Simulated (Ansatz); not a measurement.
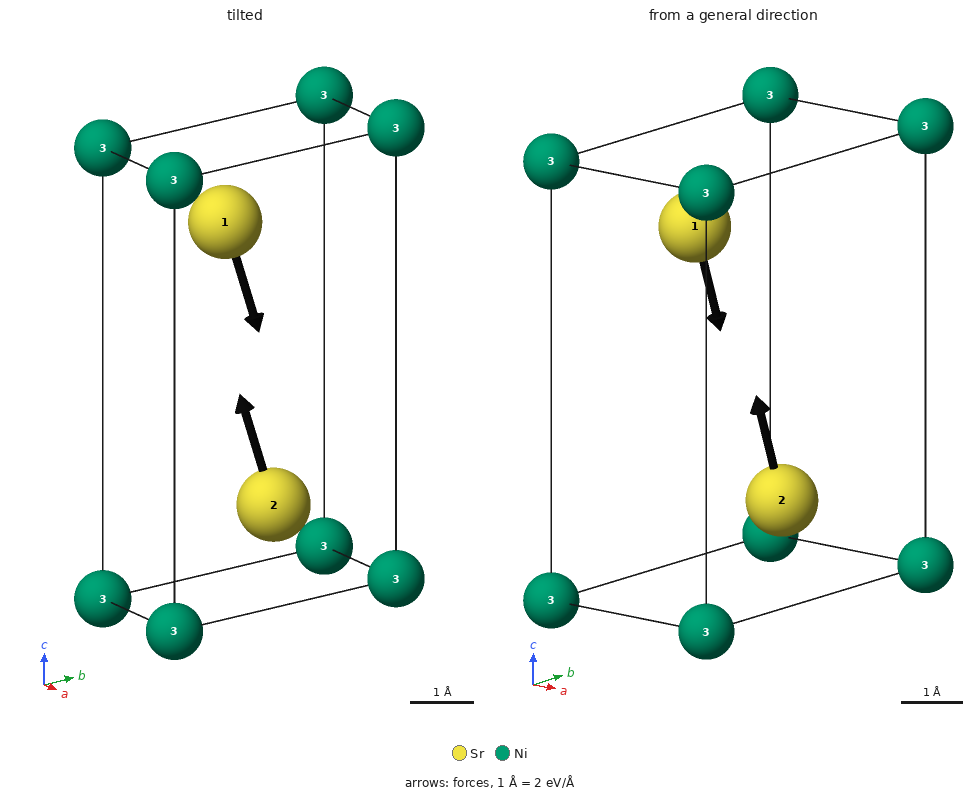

An orthographic spheres-only view of the structure, slightly off an axis and from a general direction. The edges of the simulation cell are marked. The arrows are the computed forces on the atoms.

System: Sr2Ni. The numbers come from DFT, PAW plane waves, PBE (Ansatz), using cutoff 420 eV, k-mesh 11×11×11, Fermi-Dirac smearing of 0.1 eV, no spin polarisation (a spin-restricted run, not always the ground state).

Is the structure at rest?

Answer. No. The atoms still feel forces of up to about 2.7 eV/Å, far above a usual threshold of 0.01 to 0.03 eV/Å.

Which atom carries the strongest force?

Answer. Sr1 and Sr2, about 2.7 eV/Å.

Where the cell comes from: a generated cell, made by putting these elements into a known structure type (the compound may or may not exist in this form). No relaxation was applied. It went into a calculation with Ansatz.
